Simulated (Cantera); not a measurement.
Input: 1 mol Si₃H₈, 0.29 mol Cl₂, a varied amount of N₂, equilibrated at 952 °C and 18.8 Torr.

Cantera equilibrium calculation (NASA polynomials, part measured and part estimated; ideal gas, pure solids and liquids). Candidate condensed phases: NH₄Cl, Si, Si₃N₄; 28 gas species. The feed counts by its element totals alone. N₂ is the only nitrogen source here; it is nearly inert below about 1500 K, so the nitride shown seldom forms there in practice. Rates play no part.

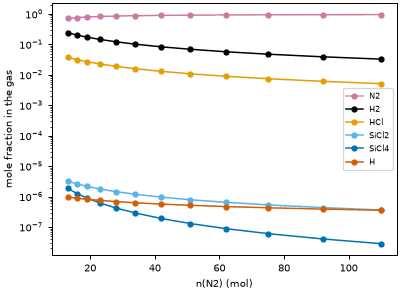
Figure. Equilibrium gas composition (values under 1e-9 drawn at 1e-9)

From 13 mol N₂ to 110 mol N₂ the condensed part is Si₃N₄(s). The main Si-bearing gas is SiCl₂ throughout.
